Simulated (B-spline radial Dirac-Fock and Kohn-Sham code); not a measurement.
Tc⁴⁺ ([Kr] 4d3). Computed with a B-spline radial atomic code: independent-particle Coulomb rates on relativistic LDA orbitals, configuration-average energies from Dirac–Fock.

Before looking at the plot, say what to expect. Its caption: Auger groups that fill an M5 (3d5/2) hole, broadened by 3.0 eV full width and differentiated. Kinetic energies count from the vacuum level; very weak lines are left out.

The strongest group is M5-N3N5 at 146.6 eV (24 % of the non-radiative width), followed by M5-N1N5 at 110.5 eV (17 %), M5-N2N5 at 142.9 eV (14 %), M5-N1N3 at 66.71 eV (12 %). The lines shown span 28.09 eV to 190.5 eV.

The computed plot:

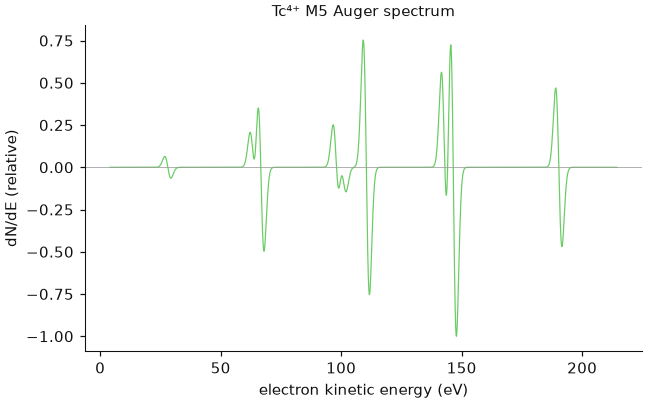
